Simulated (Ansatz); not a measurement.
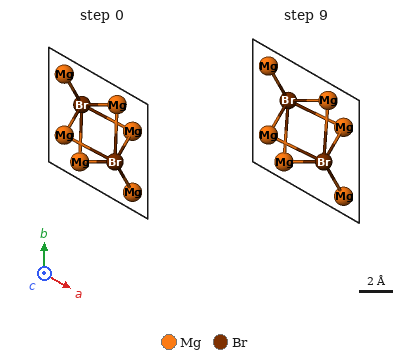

The structure of a crystal of Mg3Br (built on the Ni3Sn (D0_19)_194 type) before (left) and after (right) a relaxation, at one scale.

The picture is a ball-and-stick view of the cell of the calculation, seen along the c axis.

Case: Ni3Sn (D0_19) type (P6_3/mmc, No. 194).

All numbers below come from DFT PBE, scalar-relativistic, plane waves, PAW (Ansatz 0.2.0). Settings: plane-wave cutoff 420 eV; k-point mesh 6 × 6 × 8; occupations gaussian; smearing width 0.1 eV; no spin polarisation; cell and atoms relaxed; force threshold 0.01 eV/Å; at most 80 steps.

**What changed between the two?**

Over 8 accepted moves (9 points after the start) the energy falls by 13.5 meV per atom. Largest force component: 0.076 eV/Å at the start, 0.0028 eV/Å at the end. The pressure goes from 0.12 to −0.02 GPa. The SCF was repeated once at an unchanged geometry on a basis and grid sized afresh for the cell, which shifted the energy by 0.1 meV per atom at most. The largest moves relative to the cell, 0.12 Å, are those of Mg atoms. Br stays in place. The drawn cell changes as follows: a = b 6.959 → 7.463 Å (+7.2 %), c 5.114 → 4.761 Å (−6.9 %); the volume changes by +7.1 %. Some distances before and after: Br–Mg 3.482 → 3.741 Å, Br–Mg 3.336 → 3.396 Å. The space group stays P6_3/mmc (No. 194).
